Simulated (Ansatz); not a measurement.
| atom | x (Å) | y (Å) | z (Å) |
| --- | --- | --- | --- |
| Si | -1.2566 | 0.9386 | -0.0213 |
| N | 0.3834 | -1.5199 | 0.9512 |
| H | -2.0988 | -0.2512 | -0.3173 |
| H | -1.1110 | 1.0728 | 1.4530 |
| H | -2.0098 | 2.1365 | -0.4973 |
| H | 1.2000 | -2.0120 | 0.6098 |
| Si | 0.8258 | 0.7867 | -1.0698 |
| H | 0.5558 | -1.2806 | 1.9198 |
| H | -0.3924 | -2.1705 | 0.9319 |
| H | 1.9352 | 0.8560 | -0.0816 |
| H | 0.9474 | -0.4724 | -1.8518 |
| H | 1.0212 | 1.9163 | -2.0268 |

The product side of a reaction path; geometry: PBE0-D4/def2-TZVP.

Method: RKS PBE0-D4/def2-TZVPP (Ansatz).

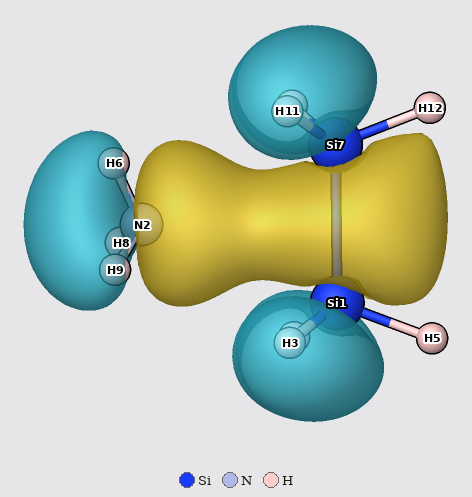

H6Si2···NH3. The HOMO−1 at ±0.06 Å⁻³ᐟ² (yellow and cyan are the two phases), seen across its widest extent.

### Describe this orbital and give its energy.

Its weight (Hirshfeld) is mainly on N2 (about 35 %), Si7 (about 20 %) and Si1 (about 20 %). Its energy is −8.36 eV.
